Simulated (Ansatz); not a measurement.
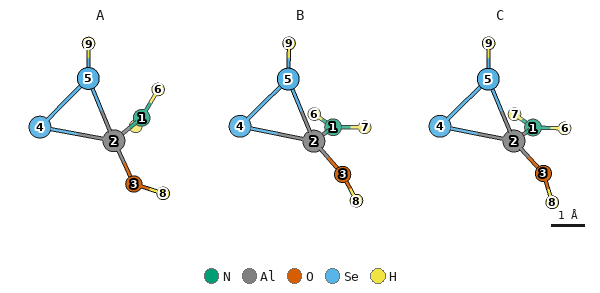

3 geometries from a converged minimum-energy path of AlNH4Se2O, shuffled. The picture is a ball-and-stick view, seen from a free direction.

Theory: RKS PBE0/def2-SVP in Ansatz. Settings: 5 movable images; climbing image; force threshold 0.05 eV/Å; iteration limit 60; starting path through a guess of the saddle point.

Q: One of them is the converged climbing image. Which?

A: A. In order along the path, whose images run from 0 to 6: B (image 0, 0.0 kJ/mol), A (image 4, +12.1 kJ/mol), C (image 6, −0.1 kJ/mol). The motion is an umbrella inversion at N1. No bond forms or breaks between the ends. Bond angles that change up to the highest image, for instance: N1–Al2–Se5 119.2° → 109.4°, O3–Al2–Se5 102.3° → 111.5°.

Cost: 4 min on 2 threads of AMD EPYC 9R14 (Zen 4), on a shared host, peak memory 0.4 GiB.
